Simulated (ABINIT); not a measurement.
# Quasiparticle gap of AlN (P6_3mc) in ABINIT, part 3 of 3

How does a plane-wave GW calculation on AlN (P6_3mc) run from the first input to the gap?

ABINIT 10.8.3; PBE and many-body steps on it, plane waves. Known limits of the many-body steps: not at the basis limit.

So far. Step 4 (Empty states on the mesh, 6×6×4 mesh, 169 bands): On this mesh the gap is 4.220 eV. Step 5 (Screening, 6×6×4 mesh, 161 bands, screening to 195.9 eV): Local fields lower ε∞ by 9 %.

The database entry behind the starting cell differs from later determinations by our own check (inner coordinate u about 0.002 short), so it need not match the best structure at ambient conditions.

## Step 6: Self-energy, 6×6×4 mesh, 161 bands, screening to 195.9 eV

The self-energy is evaluated for the states that the input lists, and the levels follow from it, in one-shot runs by the linearised quasiparticle equation.

This step: G0W0 on PBE, plane waves, norm-conserving pseudopotentials.

run.abi

```
acell 3*1.0 Angstrom
rprim 
  3.113000000011 -0.000000000003 0.000000000000
  -1.556500000003 2.695937081992 0.000000000000
  0.000000000000 0.000000000000 4.981000000000
ntypat 2
znucl 13 7
natom 4
typat 1 1 2 2
xred 
  0.333333333333 0.666666666667 0.000000000000
  0.666666666667 0.333333333333 0.500000000000
  0.333333333333 0.666666666667 0.380000000000
  0.666666666667 0.333333333333 0.880000000000
pp_dirpath "pseudos"
pseudos "Al.upf, N.upf"
ecut 36
ngkpt 6 6 4
nshiftk 1
shiftk 0 0 0
kptopt 1
chksymbreak 0
istwfk *1
occopt 1
irdwfk 1
optdriver 4
nband 161
gwcalctyp 0
ecutsigx 36
symsigma 1
nkptgw 1
kptgw 
  0.0000000000 0.0000000000 0.0000000000
bdgw 
  6 10
ecuteps 7.2
irdscr 1
ppmodel 1
indata_prefix "in"
outdata_prefix "out"
tmpdata_prefix "tmp"
```

Command:

```
$ OMP_NUM_THREADS=1 mpirun -n 8 abinit run.abi > log
```

Numbers of over 12 decimals in the logs are rounded to 6 here.

Log:

```text
.Version 10.8.3 of ABINIT. v10.8.2 released Aug 2026.

 Symmetries : space group P6_3 m c (#186); Bravais hP (primitive hexag.)
[... echo of the input left out ...]
== DATASET  1 ==================================================================
-   mpi_nproc: 8, omp_nthreads: 1 (-1 if OMP is not activated)

--- !DatasetInfo
iteration_state: {dtset: 1, }
dimensions: {natom: 4, nkpt: 21, mband: 161, nsppol: 1, nspinor: 1, nspden: 1, mpw: 2934, }
cutoff_energies: {ecut:  36.0, pawecutdg:  -1.0, }
electrons: {nelect:   1.60000000E+01, charge:   0.00000000E+00, occopt:   1.00000000E+00, tsmear:   1.00000000E-02, }

 SIGMA: Calculation of the GW corrections

 Based on a program developped by R.W. Godby, V. Olevano, G. Onida, and L. Reining.
 Incorporated in ABINIT by V. Olevano, G.-M. Rignanese, and M. Torrent.
.Using double precision arithmetic ; gwpc =  8

[... cell and pseudopotentials left out ...]
--------------------------------------------------------------------------------

 ==== K-mesh for the wavefunctions ====
 Number of points in the irreducible wedge :    21
[... list of points left out ...]
 Together with 12 symmetry operations and time-reversal symmetry
 yields   144 points in the full Brillouin Zone.

 ==== Q-mesh for screening function ====
 Number of points in the irreducible wedge :    21
[... list of points left out ...]
 Together with 12 symmetry operations and time-reversal symmetry
 yields   144 points in the full Brillouin Zone.

 vcoul_init : cutoff-mode = AUXILIARY_FUNCTION
 q-points for optical limit:   1
     1)      0.000010    0.000020    0.000030
 setmesh: FFT mesh size selected  =    27x   27x   54
          total number of points  =        39366

 Number of electrons calculated from density =   16.0000; Expected =   16.0000
 average of density, n =  0.056718
 r_s =    1.6146
 omega_plasma =   22.9728 [eV]

 === KS Band Gaps ===
  >>>> For spin  1
   Minimum direct gap =   4.2205 [eV], located at k-point      :   0.0000  0.0000  0.0000
   Fundamental gap    =   4.2205 [eV], Top of valence bands at :   0.0000  0.0000  0.0000
                                       Bottom of conduction at :   0.0000  0.0000  0.0000
 SIGMA fundamental parameters:
 PLASMON POLE MODEL  1
 number of plane-waves for SigmaX                 2863
 number of plane-waves for SigmaC and W            263
 number of plane-waves for wavefunctions          2863
 number of bands                                   161
 number of independent spin polarizations            1
 number of spinorial components                      1
 number of k-points in IBZ                          21
 number of q-points in IBZ                          21
 number of symmetry operations                      12
 number of k-points in BZ                          144
 number of q-points in BZ                          144
 number of frequencies for dSigma/dE                 9
 frequency step for dSigma/dE [eV]                0.25
 number of omega for Sigma on real axis              0
 max omega for Sigma on real axis  [eV]           0.00
 zcut for avoiding poles [eV]                     0.10

 EPSILON^-1 parameters (SCR file):
 dimension of the eps^-1 matrix on file            263
 dimension of the eps^-1 matrix used               263
 number of plane-waves for wavefunctions          2863
 number of bands                                   161
 number of q-points in IBZ                          21
 number of frequencies                               2
 number of real frequencies                          1
 number of imag frequencies                          1

 matrix elements of self-energy operator (all in [eV])

 Perturbative Calculation

--- !SelfEnergy_ee
iteration_state: {dtset: 1, }
kpoint     : [   0.000,    0.000,    0.000, ]
spin       : 1
KS_gap     :    4.220
QP_gap     :    5.604
Delta_QP_KS:    1.384
data: !SigmaeeData |
     Band     E0 <VxcDFT>   SigX SigC(E0)      Z dSigC/dE  Sig(E)    E-E0       E
        6   5.135 -16.968 -20.992   3.008   0.787  -0.270 -17.768  -0.800   4.335
        7   5.135 -16.968 -20.992   3.008   0.787  -0.270 -17.768  -0.800   4.335
        8   5.314 -17.078 -21.024   2.965   0.787  -0.270 -17.850  -0.772   4.542
        9   9.535 -12.527  -8.048  -3.731   0.818  -0.223 -11.916   0.611  10.146
       10  11.990 -10.836  -5.799  -4.261   0.827  -0.209 -10.195   0.641  12.632

== END DATASET(S) ==============================================================
================================================================================

 -outvars: echo values of variables after computation  --------
           etotal      0.0000000000E+00
            nband         161
             nkpt          21
          spgroup         186
 [... the other variables as echoed above ...]

 Calculation completed.
```

The job ended after 6.8 s (8 MPI ranks of Intel Xeon 6975P-C (Granite Rapids), shared host; peak memory 2.2 GiB).

Numbers from this step:

| Item | Value |
| --- | --- |
| G0W0 gap on the points computed | 5.604 eV |
| starting gap on the mesh | 4.220 eV |
| k of the valence top | 0, 0, 0 |
| k of the conduction bottom | 0, 0, 0 |
| Z at the valence top | 0.787 |
| Z at the conduction bottom | 0.818 |
| least direct G0W0 gap on the computed points | 5.604 eV |

The gap on the mesh goes from 4.22 eV to 5.60 eV, a correction of +1.38 eV.

Limits: finite bands, cutoff and mesh. v1 is the top filled band, c1 the lowest empty one. Levels before and after the correction, in eV, zero at the valence-band top of each column:

|  | conduction bottom | valence top |
| --- | --- | --- |
| Kohn-Sham | 4.22 | 0.00 |
| G0W0 | 5.60 | 0.00 |

|  | level | energy (eV) |
| --- | --- | --- |
| Kohn-Sham | Γ v3-v2 | -0.180 |
| Kohn-Sham | Γ v1 | 0.000 |
| Kohn-Sham | Γ c1 | 4.221 |
| Kohn-Sham | Γ c2 | 6.676 |
| G0W0 | Γ v3-v2 | -0.207 |
| G0W0 | Γ v1 | 0.000 |
| G0W0 | Γ c1 | 5.604 |
| G0W0 | Γ c2 | 8.090 |

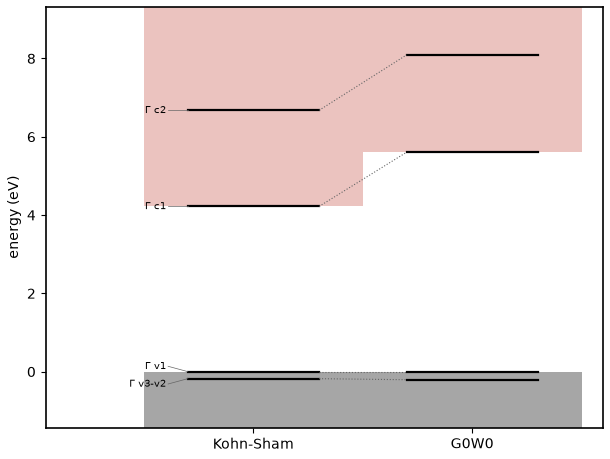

Levels before and after the correction. Shaded: valence and conduction bands.

## Step 7: Where the time went

Times are wall times on 8 MPI ranks of Intel Xeon 6975P-C (Granite Rapids), shared host, good to a factor of about two.

| step | time | share | memory (GiB) |
| --- | --- | --- | --- |
| ground state | 3.9 s | 4 % | 0.61 |
| bands along the symmetry lines | 5.4 s | 5 % | 0.58 |
| empty states on the mesh | 32 s | 29 % | 4.2 |
| screening | 64 s | 57 % | 2.1 |
| self-energy | 6.8 s | 6 % | 2.2 |

## Step 8: Outcome

- PBE gap: 4.22 eV, direct
- G0W0 gap on the mesh: 5.60 eV
- GW settings: 6×6×4 mesh, 161 bands, screening to 195.9 eV, Godby-Needs plasmon pole
- known limits: not at the basis limit

In words: G0W0 moves the gap on the mesh from 4.22 eV to 5.60 eV (+1.38 eV), with Z of 0.79 and 0.82 at the edges. Local fields lower the RPA ε∞ on this mesh from 4.64 to 4.21. Only 1 of the mesh's irreducible points was corrected, so a valley elsewhere could overtake. The dearest step here is «screening». Bands and cutoff are finite, so the gap is not at the basis limit. The miss can reach some tenths of an eV and take either sign; the mesh is an error of its own. In the G0W0 run levels were corrected at 1 k point alone, so a gap called «on the mesh» is the least over those, and an edge elsewhere would be missed.

[Paths, hosts, dates, memory and timing lines, banners, echoed tables and standing remarks are left out of the program output.]

[Logs are printed without paths, hosts, clocks, repeated set-up lines and the standing remarks that a program may print on its own settings, such as how far it seeks lower states.]

[Runs of the session that timed out or met a known fault of the program may be left out.]

[Hosts, paths, dates, database ids (printed as entryN), source tags and the programs' standing remarks are cut or masked in the printed files.]

[G0W0 gaps are taken among the corrected bands and points alone; a level outside them can change the order at an edge.]

[Where Ansatz stands beside ABINIT at settings called matched, ABINIT's density can come from a denser mesh and the files from another edition; pairs whose starting gaps differed by over 0.03 eV were left out, so agreement reads better than it is.]
